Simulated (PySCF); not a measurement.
**Run report: SF$_{6}$, geometry relaxation (part 1 of 2)**

SF$_{6}$, computed with HF/6-31G*, RHF (PySCF 2.14.0).

The geometry comes from this level: GFN2-xTB symmetrised. Figures and captions count atoms from 1; the log counts them from 0 in places.

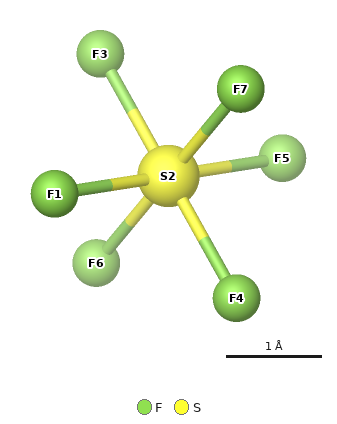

Figure 1. The structure as given in the input (ball-and-stick view, seen at a tilt; atoms are numbered from 1 in the order of the input).

**Key numbers**

```json
{"quantity": "outcome", "value": "converged"}
{"quantity": "total energy", "value": "−993.981220 hartree"}
{"quantity": "basis functions", "value": "102"}
{"quantity": "HOMO", "value": "−18.29 eV"}
{"quantity": "LUMO", "value": "4.66 eV"}
{"quantity": "zero-point energy", "value": "0.023415 hartree"}
{"quantity": "dipole moment", "value": "0.00 D"}
{"quantity": "wavenumbers, lowest and highest", "value": "366 and 1100 cm⁻¹"}
{"quantity": "hardware", "value": "1 thread of AMD EPYC (Zen 5), 16 GiB of memory available, shared host"}
{"quantity": "wall time", "value": "2.7 min"}
{"quantity": "peak memory", "value": "0.25 GiB"}
```

The record of the run, not the program, notes: symmetry number missed.

**Input (run.py)**
```python
import numpy
from pyscf import gto, scf, symm
from pyscf.hessian import thermo
from pyscf.geomopt.geometric_solver import kernel as optimise

mol = gto.M(
    atom='mol.xyz',
    verbose=3,
    basis='6-31g*',
    spin=0,
    max_memory=1860,
)

mf = scf.RHF(mol)
mf.conv_tol = 1e-10
converged, mol_eq = optimise(mf, maxsteps=80)
print('converged:', converged)
print(mol_eq.tostring())

mf.reset(mol_eq)
mol = mol_eq
mf.kernel()
e_final = mf.e_tot
print(f'total energy: {e_final:.8f} hartree')
hess = mf.Hessian().kernel()
modes = thermo.harmonic_analysis(mol, hess)
print('frequencies (1/cm)', numpy.round(modes['freq_wavenumber'], 1))
symm.geom.TOLERANCE = 1e-3  # for the symmetry number
th = thermo.thermo(mf, modes['freq_au'], 298.15, 101325)
thermo.dump_thermo(mol, th)
```

**File mol.xyz**
```
7
F6S
F     -0.575206    -1.329209     0.656526
S      0.000003     0.000033     0.000361
F      1.183210     0.012433     1.062330
F     -1.183058    -0.012829    -1.062494
F      0.575206     1.329209    -0.656526
F     -0.893348     0.872825     0.984272
F      0.893191    -0.872485    -0.984716
```

Run as:
```bash
OMP_NUM_THREADS=1 python run.py
```

**What the program printed**
```
#|     Arguments passed to driver run_optimizer():      |#
customengine              <pyscf.geomopt.geometric_solver.PySCFEngine object>
maxiter                   80
----------------------------------------------------------
Custom engine selected.
Bonds will be generated from interatomic distances less than 1.20 times sum of covalent radii
21 internal coordinates being used (instead of 21 Cartesians)
Internal coordinate system (atoms numbered from 1):
Distance 1-2
Distance 2-3
Distance 2-4
Distance 2-5
Distance 2-6
Distance 2-7
Angle 4-2-5
Angle 4-2-7
Angle 5-2-7
LinearAngleX 1-2-5
LinearAngleY 1-2-5
LinearAngleX 3-2-4
LinearAngleY 3-2-4
LinearAngleX 6-2-7
LinearAngleY 6-2-7
Out-of-Plane 2-1-3-4
Out-of-Plane 2-1-3-5
Out-of-Plane 2-1-4-5
Out-of-Plane 2-1-6-5
Out-of-Plane 2-1-7-5
Out-of-Plane 2-1-6-7
Out-of-Plane 2-3-5-4
Out-of-Plane 2-3-6-4
Out-of-Plane 2-3-7-4
Out-of-Plane 2-3-6-7
Out-of-Plane 2-4-6-7
Out-of-Plane 2-5-6-7
Translation-X 1-7
Translation-Y 1-7
Translation-Z 1-7
Rotation-A 1-7
Rotation-B 1-7
Rotation-C 1-7
<class 'geometric.internal.Distance'> : 6
<class 'geometric.internal.Angle'> : 3
<class 'geometric.internal.LinearAngle'> : 6
<class 'geometric.internal.OutOfPlane'> : 12
<class 'geometric.internal.TranslationX'> : 1
<class 'geometric.internal.TranslationY'> : 1
<class 'geometric.internal.TranslationZ'> : 1
<class 'geometric.internal.RotationA'> : 1
<class 'geometric.internal.RotationB'> : 1
<class 'geometric.internal.RotationC'> : 1
> ===== Optimization Info: ====
> Job type: Energy minimization
> Maximum number of optimization cycles: 80
> Initial / maximum trust radius (Angstrom): 0.100 / 0.300
> Convergence Criteria:
> Will converge when all 5 criteria are reached:
>  |Delta-E| < 1.00e-06
>  RMS-Grad  < 3.00e-04
>  Max-Grad  < 4.50e-04
>  RMS-Disp  < 1.20e-03
>  Max-Disp  < 1.80e-03
> === End Optimization Info ===

Geometry optimization cycle 1
Cartesian coordinates (Angstrom)
 Atom        New coordinates             dX        dY        dZ
   F  -0.575206  -1.329209   0.656526    0.000000  0.000000  0.000000
   S   0.000003   0.000033   0.000361    0.000000  0.000000  0.000000
   F   1.183210   0.012433   1.062330    0.000000  0.000000  0.000000
   F  -1.183058  -0.012829  -1.062494    0.000000  0.000000  0.000000
   F   0.575206   1.329209  -0.656526    0.000000  0.000000  0.000000
   F  -0.893348   0.872825   0.984272    0.000000  0.000000 -0.000000
   F   0.893191  -0.872485  -0.984716    0.000000  0.000000  0.000000

WARN: Mole.unit (angstrom) is changed to Bohr

converged SCF energy = -993.975039639416
--------------- RHF_Scanner gradients ---------------
         x                y                z
0 F    -0.0109721216    -0.0253470267     0.0124751982
1 S     0.0000057127     0.0000642162     0.0007015122
2 F     0.0225485141     0.0001898303     0.0201733779
3 F    -0.0225965095    -0.0002744344    -0.0204175317
4 F     0.0109886152     0.0253744125    -0.0126443991
5 F    -0.0170395116     0.0166351767     0.0186669918
6 F     0.0170653007    -0.0166421744    -0.0189551492
----------------------------------------------
cycle 1: E = -993.975039639  dE = -993.975  norm(grad) = 0.0743605
Step    0 : Gradient = 2.811e-02/3.046e-02 (rms/max) Energy = -993.9750396394
Hessian Eigenvalues: 5.00000e-02 5.00000e-02 5.00000e-02 ... 5.31881e-01 5.32124e-01 5.32132e-01

Geometry optimization cycle 2
Cartesian coordinates (Angstrom)
 Atom        New coordinates             dX        dY        dZ
   F  -0.564335  -1.304124   0.643652    0.010871  0.025085 -0.012874
   S  -0.000031  -0.000046   0.000019   -0.000034 -0.000079 -0.000342
   F   1.160453   0.012892   1.042253   -0.022757  0.000459 -0.020077
   F  -1.160704  -0.012703  -1.042354    0.022354  0.000126  0.020140
   F   0.564361   1.304052  -0.643775   -0.010845 -0.025157  0.012751
   F  -0.875848   0.856232   0.965875    0.017500 -0.016593 -0.018397
   F   0.876102  -0.856326  -0.965918   -0.017089  0.016159  0.018798
converged SCF energy = -993.981109956543
--------------- RHF_Scanner gradients ---------------
         x                y                z
0 F    -0.0015668491    -0.0036130534     0.0016684737
1 S    -0.0000351571    -0.0000378262     0.0002077135
2 F     0.0030746454     0.0002204178     0.0028633895
3 F    -0.0032381494    -0.0001519912    -0.0029796542
4 F     0.0016026147     0.0036572444    -0.0016745233
5 F    -0.0022072569     0.0023831583     0.0026836189
6 F     0.0023701524    -0.0024579496    -0.0027690180
----------------------------------------------
cycle 2: E = -993.981109957  dE = -0.00607032  norm(grad) = 0.0105477
Step    1 : Displace = 2.798e-02/3.035e-02 (rms/max) Trust = 1.000e-01 (=) Grad = 3.987e-03/4.403e-03 (rms/max) E (change) = -993.9811099565 (-6.070e-03) Quality = 1.167
Hessian Eigenvalues: 5.00000e-02 5.00000e-02 5.00000e-02 ... 5.31658e-01 5.31993e-01 5.32128e-01

Geometry optimization cycle 3
Cartesian coordinates (Angstrom)
 Atom        New coordinates             dX        dY        dZ
   F  -0.561271  -1.297825   0.645739    0.003064  0.006299  0.002087
   S   0.000183   0.000512   0.000071    0.000213  0.000558  0.000051
   F   1.158955   0.006949   1.036937   -0.001498 -0.005943 -0.005316
   F  -1.157670  -0.009000  -1.037786    0.003033  0.003703  0.004568
   F   0.562066   1.299514  -0.644002   -0.002296 -0.004538 -0.000227
   F  -0.878372   0.851573   0.960124   -0.002524 -0.004659 -0.005751
   F   0.876109  -0.851746  -0.961329    0.000007  0.004580  0.004589
converged SCF energy = -993.981174967798
--------------- RHF_Scanner gradients ---------------
         x                y                z
0 F     0.0006075527     0.0010714214     0.0010100673
1 S     0.0002061491     0.0005948558     0.0001349448
2 F     0.0002953261    -0.0021464897    -0.0009653895
3 F    -0.0000374853     0.0014157288     0.0009069756
4 F    -0.0003975177    -0.0006759383    -0.0009691904
5 F    -0.0015697505    -0.0011017218    -0.0011448176
6 F     0.0008957256     0.0008421437     0.0010274098
----------------------------------------------
cycle 3: E = -993.981174968  dE = -6.50113e-05  norm(grad) = 0.00452953
Step    2 : Displace = 6.464e-03/8.113e-03 (rms/max) Trust = 1.414e-01 (+) Grad = 1.712e-03/2.372e-03 (rms/max) E (change) = -993.9811749678 (-6.501e-05) Quality = 0.514
Hessian Eigenvalues: 5.00000e-02 5.00000e-02 5.00000e-02 ... 5.31945e-01 5.32128e-01 1.11707e+00

Geometry optimization cycle 4
Cartesian coordinates (Angstrom)
 Atom        New coordinates             dX        dY        dZ
   F  -0.565370  -1.302512   0.620479   -0.004098 -0.004687 -0.025260
   S  -0.000686  -0.002268  -0.000163   -0.000869 -0.002779 -0.000234
   F   1.142165   0.037144   1.042442   -0.016790  0.030195  0.005505
   F  -1.147485  -0.028021  -1.038417    0.010185 -0.019021 -0.000631
   F   0.561248   1.294490  -0.629749   -0.000818 -0.005024  0.014253
   F  -0.846658   0.857527   0.969215    0.031715  0.005953  0.009091
   F   0.856783  -0.856384  -0.964053   -0.019326 -0.004637 -0.002724
converged SCF energy = -993.979872657198
--------------- RHF_Scanner gradients ---------------
         x                y                z
0 F     0.0009238583     0.0037976580    -0.0094004385
1 S    -0.0007889910    -0.0026087039    -0.0003416900
2 F    -0.0096167326     0.0100447885    -0.0026382656
3 F     0.0083695042    -0.0066866442     0.0031047605
4 F    -0.0020581496    -0.0057222002     0.0087969329
5 F     0.0136000342    -0.0007872131    -0.0013520748
6 F    -0.0104295235     0.0019623149     0.0018307755
----------------------------------------------
cycle 4: E = -993.979872657  dE = 0.00130231  norm(grad) = 0.0292178
Step    3 : Displace = 2.429e-02/3.498e-02 (rms/max) Trust = 1.414e-01 (=) Grad = 1.104e-02/1.415e-02 (rms/max) E (change) = -993.9798726572 (+1.302e-03) Quality = -5.726
Rejecting step - quality is lower than -1.0
Hessian Eigenvalues: 5.00000e-02 5.00000e-02 5.00000e-02 ... 5.31945e-01 5.32128e-01 1.11707e+00

Geometry optimization cycle 5
Cartesian coordinates (Angstrom)
 Atom        New coordinates             dX        dY        dZ
   F  -0.563797  -1.301262   0.633681    0.001572  0.001250  0.013202
   S  -0.000205  -0.000694  -0.000056    0.000481  0.001574  0.000108
   F   1.151691   0.022354   1.040724    0.009526 -0.014790 -0.001718
   F  -1.153294  -0.019509  -1.039500   -0.005809  0.008512 -0.001083
   F   0.562476   1.298697  -0.636641    0.001228  0.004207 -0.006892
   F  -0.863210   0.855577   0.965655   -0.016552 -0.001950 -0.003560
   F   0.866337  -0.855185  -0.964110    0.009554  0.001198 -0.000057
converged SCF energy = -993.981008629965
--------------- RHF_Scanner gradients ---------------
         x                y                z
0 F     0.0002106795     0.0011613789    -0.0036251691
1 S    -0.0002296335    -0.0007705088    -0.0000781079
2 F    -0.0033912743     0.0039895277    -0.0006841141
3 F     0.0030939127    -0.0029638010     0.0008270319
4 F    -0.0005970282    -0.0018152638     0.0034340148
5 F     0.0050788263    -0.0000228495    -0.0001996462
6 F    -0.0041654825     0.0004215166     0.0003259908
----------------------------------------------
cycle 5: E = -993.98100863  dE = -0.00113597  norm(grad) = 0.0110012
Step    4 : Displace = 1.224e-02/1.745e-02 (rms/max) Trust = 1.215e-02 (x) Grad = 4.158e-03/5.281e-03 (rms/max) E (change) = -993.9810086300 (+1.663e-04) Quality = -0.988
Hessian Eigenvalues: 5.00000e-02 5.00000e-02 5.00000e-02 ... 5.31946e-01 5.32128e-01 2.31373e+00

Geometry optimization cycle 6
Cartesian coordinates (Angstrom)
 Atom        New coordinates             dX        dY        dZ
   F  -0.562596  -1.299721   0.639984    0.001201  0.001541  0.006303
   S  -0.000046  -0.000184  -0.000025    0.000159  0.000510  0.000030
   F   1.155536   0.014388   1.038863    0.003845 -0.007966 -0.001861
   F  -1.155868  -0.013683  -1.038610   -0.002574  0.005826  0.000890
   F   0.562214   1.299042  -0.640776   -0.000262  0.000345 -0.004135
   F  -0.871115   0.853539   0.962912   -0.007905 -0.002037 -0.002743
   F   0.871874  -0.853404  -0.962593    0.005537  0.001781  0.001517
converged SCF energy = -993.981202043811
--------------- RHF_Scanner gradients ---------------
         x                y                z
0 F     0.0003446211     0.0009568204    -0.0010801031
1 S    -0.0000480787    -0.0001992258    -0.0000162574
2 F    -0.0013094377     0.0007952473    -0.0007232354
3 F     0.0012786166    -0.0005341149     0.0007645034
4 F    -0.0004669123    -0.0011481134     0.0010301975
5 F     0.0014979246    -0.0004756587    -0.0005925771
6 F    -0.0012967337     0.0006050451     0.0006174720
----------------------------------------------
cycle 6: E = -993.981202044  dE = -0.000193414  norm(grad) = 0.00393261
Step    5 : Displace = 6.486e-03/9.039e-03 (rms/max) Trust = 6.073e-03 (-) Grad = 1.486e-03/1.694e-03 (rms/max) E (change) = -993.9812020438 (-1.934e-04) Quality = 0.994
Hessian Eigenvalues: 5.00000e-02 5.00000e-02 5.00000e-02 ... 5.31948e-01 5.32128e-01 2.31281e+00

Geometry optimization cycle 7
Cartesian coordinates (Angstrom)
 Atom        New coordinates             dX        dY        dZ
   F  -0.562704  -1.300762   0.642097   -0.000107 -0.001041  0.002113
   S  -0.000002   0.000068  -0.000054    0.000044  0.000252 -0.000029
   F   1.157521   0.012579   1.039726    0.001985 -0.001809  0.000864
   F  -1.157636  -0.012741  -1.039766   -0.001767  0.000942 -0.001156
   F   0.562881   1.300881  -0.642217    0.000668  0.001839 -0.001441
   F  -0.873756   0.854129   0.963441   -0.002641  0.000590  0.000530
   F   0.873693  -0.854178  -0.963474    0.001819 -0.000774 -0.000880
converged SCF energy = -993.981218644497
--------------- RHF_Scanner gradients ---------------
         x                y                z
0 F    -0.0001362444    -0.0004745784     0.0001313172
1 S    -0.0000035492     0.0000692892     0.0000048277
2 F     0.0003064220     0.0000736968     0.0004418406
3 F    -0.0003631148    -0.0001570987    -0.0004464740
4 F     0.0002136639     0.0005447977    -0.0001681336
5 F    -0.0001722894     0.0003478494     0.0004210400
6 F     0.0001551119    -0.0004039560    -0.0003844179
----------------------------------------------
cycle 7: E = -993.981218644  dE = -1.66007e-05  norm(grad) = 0.00139642
Step    6 : Displace = 2.303e-03/2.821e-03 (rms/max) Trust = 8.588e-03 (+) Grad = 5.278e-04/6.089e-04 (rms/max) E (change) = -993.9812186445 (-1.660e-05) Quality = 0.747
Hessian Eigenvalues: 5.00000e-02 5.00000e-02 5.00000e-02 ... 5.32100e-01 5.33168e-01 1.98341e+00
```
